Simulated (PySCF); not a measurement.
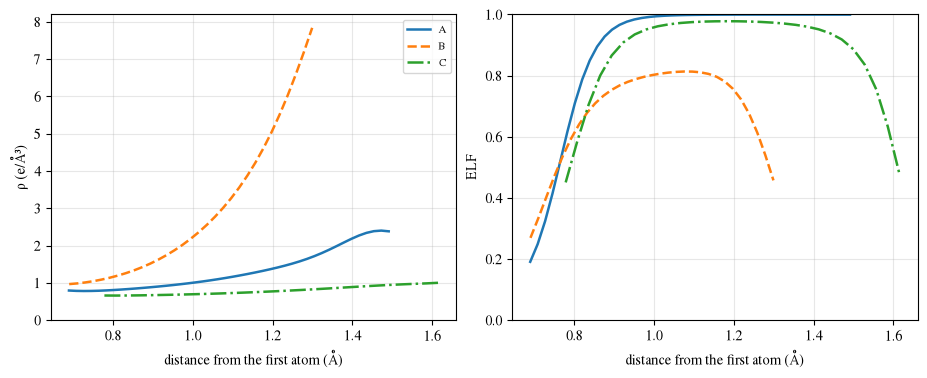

F$_{2}$H$_{3}$PSi (SMILES FP(F)[SiH3]). Electron density and electron localisation function along straight lines between neighbouring atoms. The curves leave out the atomic cores.

Geometry: PBE0-D3(BJ)/def2-SVP.

Level of theory: PBE0/pcSseg-1, SCF density, gas phase, non-relativistic in PySCF 2.14.0.

```yaml
atoms:
  - { symbol: F, position_ang: [1.6597, 1.1018, 0.6077] }
  - { symbol: P, position_ang: [1.2655, 0.1535, -0.6503] }
  - { symbol: F, position_ang: [1.7228, -1.2788, -0.0368] }
  - { symbol: Si, position_ang: [-0.9516, -0.0813, -0.0598] }
  - { symbol: H, position_ang: [-1.0264, -0.4743, 1.3765] }
  - { symbol: H, position_ang: [-1.5500, -1.1395, -0.9272] }
  - { symbol: H, position_ang: [-1.6492, 1.2185, -0.2902] }
```

Which curve belongs to which contact (P–F, Si–H and Si–P)? The first atom named is at distance zero.

Answer. Curve A: Si–H (1.49 Å): ρ is about 0.78 e/Å³ halfway; the ELF climbs to about 1 towards the hydrogen, as it does in any bond to H. Curve B: P–F (1.62 Å): ρ at the midpoint is about 1.2 e/Å³; the ELF peaks at about 0.80 in the valence shell of F, 0.5 Å from its nucleus, and is about 0.65 at the midpoint. Curve C: Si–P (2.31 Å): ρ is about 0.75 e/Å³ halfway, with its minimum of 0.66 e/Å³ about 0.8 Å from Si; the ELF peaks at about 1 between the atoms; a covalent bond.
